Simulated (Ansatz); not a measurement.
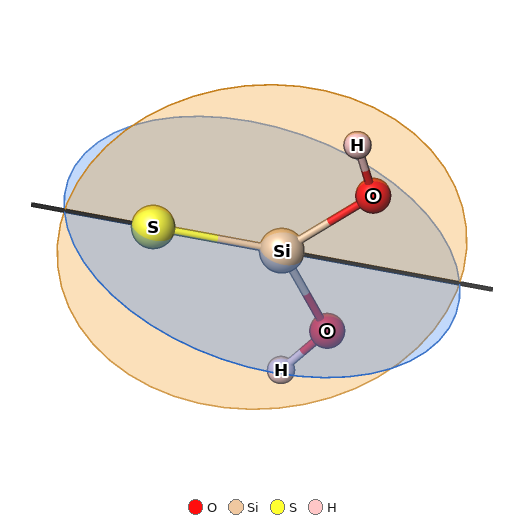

All proper rotation axes (lines) and mirror planes (discs) of the structure are drawn in. Atoms fade into the background with distance from the viewer. The geometry was computed by an optimisation with PBE-D4/def2-SVP. No frequency run is at hand to confirm it as a minimum.

Q: What is the order of each axis, and which point group results?

A: It has 1 C2 axis and 2 mirror planes. Point group C2v. The group has 4 operations. The geometry is achiral, and symmetry allows a dipole moment.
